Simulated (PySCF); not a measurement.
# C2H11FNSi3 (doublet): what the fields show

```
atom    x (Å)    y (Å)    z (Å)
   C  -2.0483   1.6642  -0.9499
  Si  -2.2045   0.0780  -0.0722
  Si  -0.6146  -1.4669  -0.8222
   C   0.9558  -1.3412   0.2739
   F   1.9016  -2.2390  -0.2521
  Si   1.7959   0.3699   0.4491
   N   1.8084   1.0205  -1.1429
   H  -2.5586   1.8672  -1.8756
   H  -1.2909   2.3852  -0.6949
   H  -3.5343  -0.5073  -0.2997
   H  -2.0401   0.2600   1.3801
   H  -1.0586  -2.8695  -0.7517
   H  -0.1844  -1.2645  -2.2114
   H   0.7388  -1.7306   1.2741
   H   0.9504   1.2502   1.2543
   H   3.1036   0.1609   1.0869
   H   2.0937   0.4226  -1.9025
   H   2.1775   1.9466  -1.2843
```

Geometry: GFN2-xTB.

All numbers below come from PySCF, UKS B3LYP, pcH-1 on C F H N Si, non-relativistic, mean-field spin-orbit, GIAO.

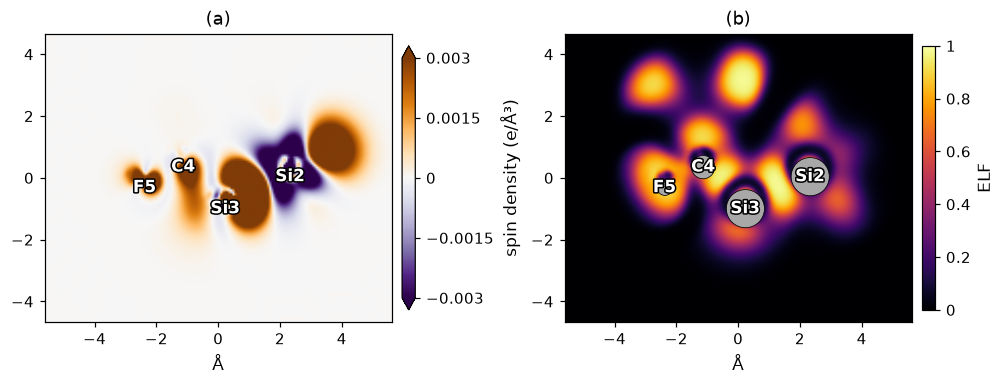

Figure 1. (a) spin density; (b) ELF on the plane of atoms Si2, Si3 and C4. Grey discs cover the atomic cores in the ELF map.

Q: Read the bonding off the picture.

A:
- The plane passes through Si, C and F nuclei.
- C–F (1.41 Å): the ELF peaks at about 0.80 between the atoms: a shared but strongly polarised pair.
- Si–Si (2.34 Å): the ELF peaks at about 1 between the atoms; localised, covalent bonding.
- C–Si (1.92 Å): the ELF peaks at about 0.95 between the atoms, as expected for a shared electron pair.
- The ELF also peaks beside F5, away from the bonds: non-bonding electrons, paired or unpaired.
- The unpaired spin (1 electron) lies mostly on C1 (about 0.7), in electrons by Hirshfeld's partition.

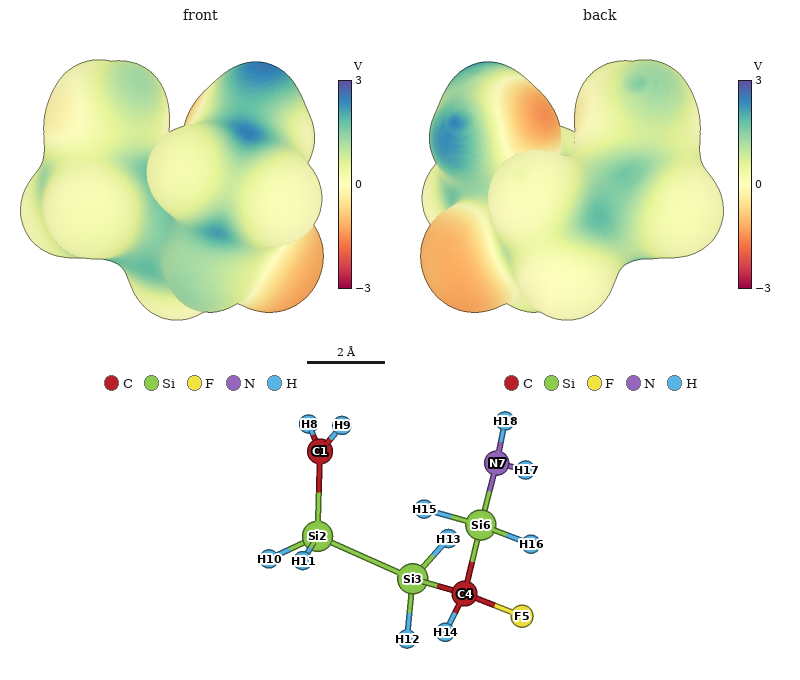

Figure 2. The molecular electrostatic potential painted on the density surface at 0.004 e/bohr³, seen from the front and from behind; the colour scale runs from red (negative) to blue (positive). The bare structure is drawn below in the same view.

Q: Where is the surface potential most negative and most positive?

A: The most negative region (about −1.3 V) lies over N7, the most positive (about +2.4 V) over Si6, H17 and H18. N7 is the likeliest acceptor of a hydrogen bond.
